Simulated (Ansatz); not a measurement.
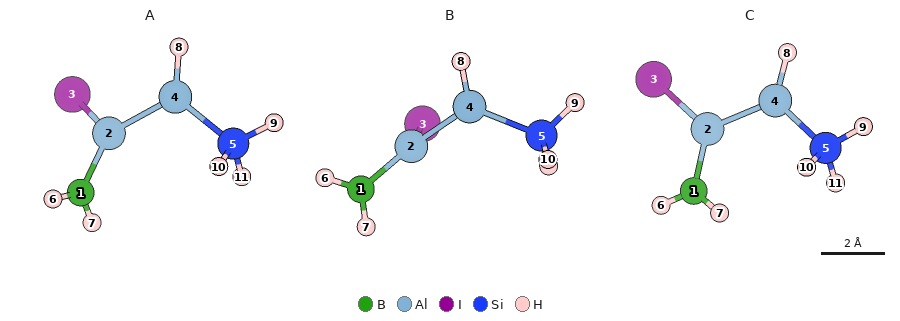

3 geometries from one relaxation of Al₂BSiH₆I, in shuffled order. Style: ball-and-stick. Shown from a free direction.

The run prepares an end point of a later path (torsion) calculation, from a guessed geometry.

Method: RKS B3LYP-D4/def2-SVP in Ansatz 0.2.0. Set-up: no spin polarisation; force threshold 0.015 eV/Å; at most 40 steps.

> Order the frames from highest to lowest energy.

C, A, B. They are steps 0, 16, 38, at +13.9 kcal/mol, +1.49 kcal/mol relative to the last. After 34 accepted moves (38 points after the start) the energy has fallen by 13.9 kcal/mol. Largest force component: 1.3 eV/Å at the start, 0.014 eV/Å at the end. The line search rejected the trial steps at points 14, 21, 28, 35 of the run. The atom that moves furthest after the best rigid fit is I3 (2.81 Å). Largest moves by element: I 2.81 Å, H 1.87 Å, B 1.04 Å, Al 0.78 Å, Si 0.67 Å. Some distances before and after: Al2–Al4 2.463 → 2.563 Å, Al4–Si5 2.387 → 2.467 Å, Si5–H9 1.429 → 1.496 Å, B1–Al2 2.045 → 2.110 Å. Bond angles that change, for instance: B1–Al2–Al4 119.3° → 147.2°, I3–Al2–Al4 119.6° → 103.2°, B1–Al2–I3 121.1° → 109.6°. Groups turn about Al2–Al4 by about 95°, B1–Al2 by about 85°, Al4–Si5 by about 35°.
